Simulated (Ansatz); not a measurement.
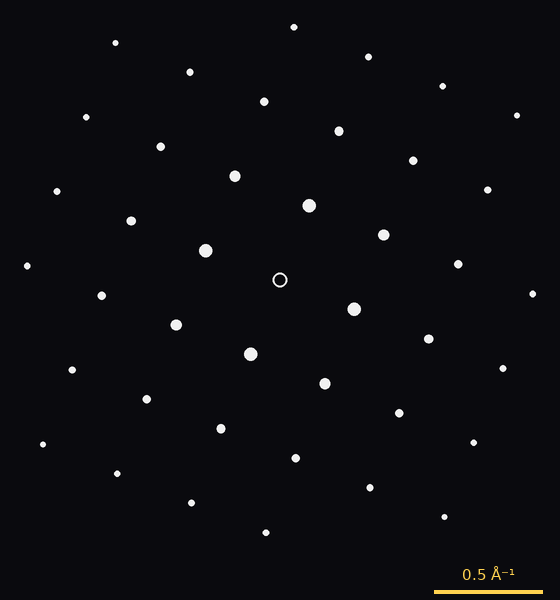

Kinematic zone-axis pattern, calculated for 80 keV electrons with B = 0.5 Å².

> What net do the spots form, and what spacings does it show?

The spots form a square net with both shortest vectors at d = 2.68 Å, 90.0° apart.

> What is the point symmetry of the pattern, intensities included?

4mm. A zero-layer kinematic pattern is always centrosymmetric (Friedel's law). A fourfold pattern needs a tetragonal or cubic crystal seen along a 4 or -4 axis.

> Which crystal and zone produced it?

This cannot be fixed from one zone alone; the pattern is [001] of LaC, space group Fm-3m (No. 225), a = 5.351 Å. The net vectors are 2 0 0 and 0 2 0. Structure: the input geometry of an electronic-structure calculation (not necessarily at equilibrium); the starting structure was generated, so it need not be a known form of this composition.
